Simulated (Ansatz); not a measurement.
# BF₂H···HCl: what the fields show

```
atom    x (Å)    y (Å)    z (Å)
   B   0.0179   0.3927  -0.4166
  Cl  -0.0009  -0.0989   2.6076
   F   1.1666  -0.1813  -0.7453
   H  -1.0305  -0.1668  -0.5769
   F   0.0577   1.6436   0.0430
   H   0.0308   1.1393   2.1039
```

Not at a stationary point (largest force 1.0 eV/Å).

Computed with Ansatz 0.2.0, RKS PBE-D4/6-31G*.

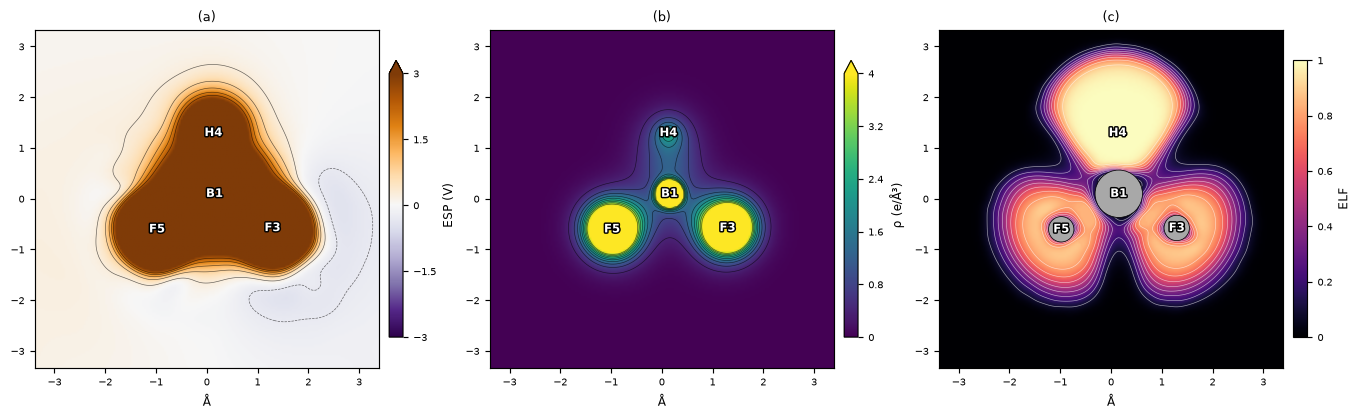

Figure 1. (a) molecular electrostatic potential; (b) total electron density; (c) electron localisation function on the plane of atoms F3, B1 and H4. Grey discs cover the atomic cores in the ELF map.

### What do the fields say about this system?

The section cuts through B, F and H sites. B–F (1.33 Å): the density is about 2.2 e/Å³ at the midpoint; the ELF peaks at about 0.85 between the atoms; a shared but strongly polarised pair. B–H (1.20 Å): the density is about 1.3 e/Å³ at the midpoint; the ELF climbs to about 1 towards the hydrogen, as it does in any bond to H: a covalent bond by its length. The ELF also peaks beside F5 and F3, away from the bonds: lone-pair regions. Outside the dense part of the complex the potential is most negative (−0.4 V) near F3.

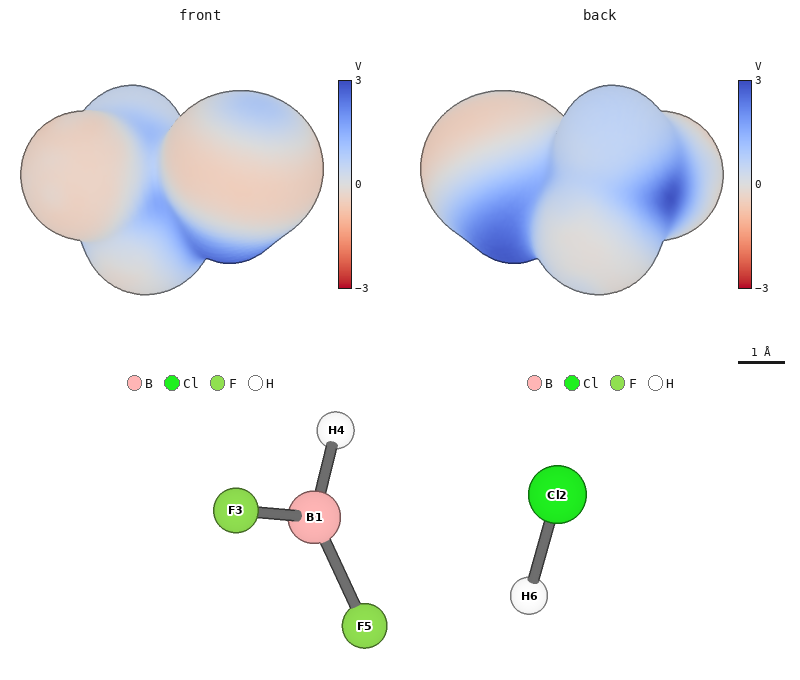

Figure 2. The electrostatic potential painted on the density surface at 0.004 e/bohr³, seen from the front and from behind; red is negative and blue positive. The bare structure is drawn below in the same view.

### Which sites attract a positive test charge, and which a negative one?

A positive charge is drawn to the negative regions and a negative charge to the positive ones. The most negative region (about −0.5 V) lies over Cl2, the most positive (about +2.7 V) over B1 and H6. Cl2 shows a σ-hole: about +0.8 V at the tip opposite its bond, against about −0.2 V on its flanks.

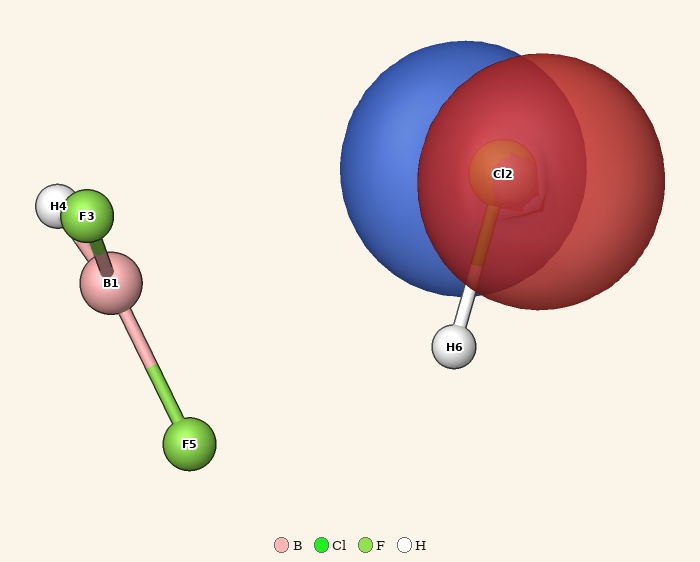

Figure 3. One frontier orbital at ±0.2 Å⁻³ᐟ² (blue and red are the two phases), seen at a tilt.

### Which orbital is it: HOMO or LUMO?

The HOMO, at −7.97 eV. It lies mainly on Cl2 (about 95 %); largely a lone pair of Cl2.

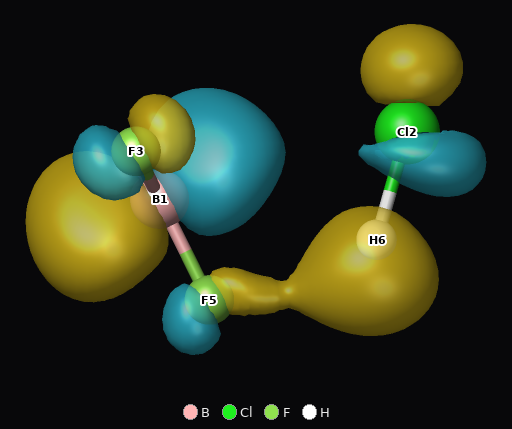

Figure 4. One frontier orbital at ±0.15 Å⁻³ᐟ² (yellow and cyan are the two phases), seen across its widest extent.

### Which orbital is it: HOMO or LUMO?

The LUMO, at −1.10 eV. It lies mainly on B1 (about 40 %), Cl2 (about 20 %), H6 (about 15 %), F3 (about 10 %) and F5 (about 10 %).
